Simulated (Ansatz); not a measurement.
**GeH2 (SMILES [H][Ge][H]) at CCSD(T)/STO-3G**

What is the vertical electron affinity of GeH2 at CCSD(T)/STO-3G? 

Program for the calculation: Ansatz 0.2.0.

33 further runs of the same task are left out: 6 that didn't finish, 27 set aside as unsound or not needed.

## Step 1: The system as given

GeH2: 3 atoms, total charge 0, spin state singlet. As SMILES, `[H][Ge][H]`. Geometry: a GFN2-xTB relaxation, a rough one for these elements and not checked as a minimum.

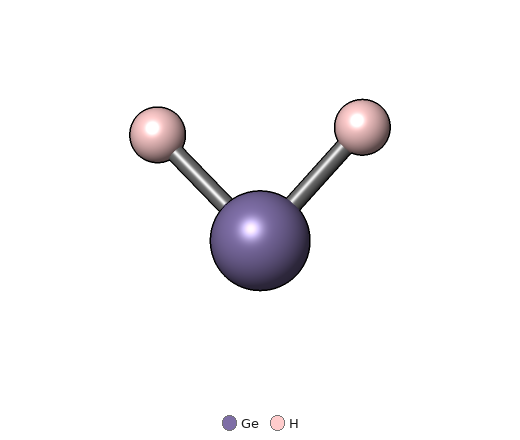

Viewed from a chosen angle; germanium purple, hydrogen pink.

## Step 2: The energy at CCSD(T)/STO-3G

input.yaml

```yaml
crystal:
  periodic: [false, false, false]
  atoms:
    - {symbol: Ge, position_ang: [0.004590, -0.009050, -0.781020]}
    - {symbol: H, position_ang: [1.098840, -0.017820, 0.398440]}
    - {symbol: H, position_ang: [-1.103430, 0.026870, 0.382580]}
basis:
  gaussian:
    orbitals: STO-3G
correlation:
  method: ccsd_t
  frozen_orbitals: {Ge: 9, H: 0}
accuracy: high
scf:
  omitted_lower_state_checks: [cluster_reference, increment]
```

Command:

```console
$ ansatz run input.yaml --threads 1 --pin off --max-ram 2610MiB --events-out events.jsonl --progress --plain --runs-dir runs
```

The program printed, cut to the lines that bear on the results:

```text
Warning: RAYON_NUM_THREADS=1 ignored (pool sized by the plan → 1); use --threads N
Functional definition: HF
  name "HF"
[...]
235 factors; integrals over basis functions are off by at most 1.3e-8 eV
[...]
mean field -55860.01793559 eV, -2052.8177958530 hartree, gradient 1.7e-8 eV, S^2 0.000000; 0 other end points of the search recorded, 0 dependent functions left out; unrestricted orbitals would lower it
9 core orbitals not correlated: weight in the atoms' cores, before any rotation towards them, 1.000 or more for the frozen orbitals, at most 0.000 for the correlated occupied ones
reference -55860.01793559 eV, -2052.8177958530 hartree; 8, 8 occupied and 3, 3 virtual orbitals, 235 factors
second order -0.92885420 eV of doubles, -0.00000000 eV of singles
cycle   1  -1.24605107 eV  change   -3.2e-1 eV  update   5.8e-2
[...]
cycle  20  -1.46527710 eV  change    1.2e-9 eV  update  8.1e-10
perturbative correction -0.00405210 eV, -0.0001489118 hartree
Total energy: -55861.48726479 eV, -2052.8717927049 hartree
Checks for a lower state left out: cluster_reference, increment
```

It took 0.18 s on 1 thread of Arm Neoverse V1, shared host.

## Step 3: The doublet anion at the same level

job.yaml

```yaml
crystal:
  periodic: [false, false, false]
  atoms:
    - {symbol: Ge, position_ang: [0.004590, -0.009050, -0.781020]}
    - {symbol: H, position_ang: [1.098840, -0.017820, 0.398440]}
    - {symbol: H, position_ang: [-1.103430, 0.026870, 0.382580]}
basis:
  gaussian:
    orbitals: STO-3G
total_charge: -1
magnetization:
  spin_polarized: true
  initial_magnetization: 1
correlation:
  method: ccsd_t
  frozen_orbitals: {Ge: 9, H: 0}
accuracy: high
scf:
  omitted_lower_state_checks: [cluster_reference, increment]
```

Command:

```console
$ ansatz run job.yaml --threads 1 --pin off --max-ram 2610MiB --events-out events.jsonl --progress --plain --runs-dir runs
```

The program printed, cut to the lines that bear on the results:

```text
Warning: RAYON_NUM_THREADS=1 ignored (pool sized by the plan → 1); use --threads N
[... 2 set-up lines as earlier in the session ...]
[...]
235 factors; integrals over basis functions are off by at most 1.3e-8 eV
[...]
mean field -55855.67061255 eV, -2052.6580346779 hartree, gradient 4.0e-8 eV, S^2 0.757309; 0 other end points of the search recorded, 0 dependent functions left out
9 core orbitals not correlated: weight in the atoms' cores, before any rotation towards them, 1.000 or more for the frozen orbitals, at most 0.000 for the correlated occupied ones
reference -55855.67061255 eV, -2052.6580346779 hartree; 9, 8 occupied and 2, 3 virtual orbitals, 235 factors
second order -0.71160402 eV of doubles, -0.00000000 eV of singles
cycle   1  -0.93835296 eV  change   -2.3e-1 eV  update   4.4e-2
[...]
cycle  20  -1.08099351 eV  change  -9.3e-10 eV  update  9.3e-10
perturbative correction -0.00236344 eV, -0.0000868549 hartree
Total energy: -55856.75396950 eV, -2052.6978473114 hartree
Checks for a lower state left out: cluster_reference, increment
```

Run time: 0.2 s. Hardware: 1 thread of Arm Neoverse V1, shared host.

## Step 4: Results

Level: CCSD(T)/STO-3G, 9 core orbitals frozen.

| quantity | value |
| --- | --- |
| singlet GeH2: total energy | -2052.87179 Eh |
| singlet GeH2: correlation energy (9 core orbitals frozen) | -54.0 mEh |
| singlet GeH2: (T) correction | -0.15 mEh |
| singlet GeH2: T1 diagnostic | 0.006 |
| doublet anion: total energy | -2052.69785 Eh |
| doublet anion: correlation energy (9 core orbitals frozen) | -39.8 mEh |
| doublet anion: (T) correction | -0.09 mEh |
| doublet anion: ⟨S²⟩ of the reference determinant | 0.757 |
| doublet anion: T1 diagnostic | 0.005 |
| vertical electron affinity (to the doublet anion) | -4.733 eV |

What this shows: The anion lies 4.73 eV (457 kJ/mol) above the neutral: the electron isn't bound at this level, and such a value depends on the basis. Without diffuse functions anions come out too high. In a minimal basis such a difference can be off by several eV, whatever the method. The restricted solution (singlet GeH2) is unstable to spin breaking: an unrestricted one lies lower. The triples (singlet GeH2) make up 0.3 % of the correlation energy. The triples (doublet anion) make up 0.2 % of the correlation energy.
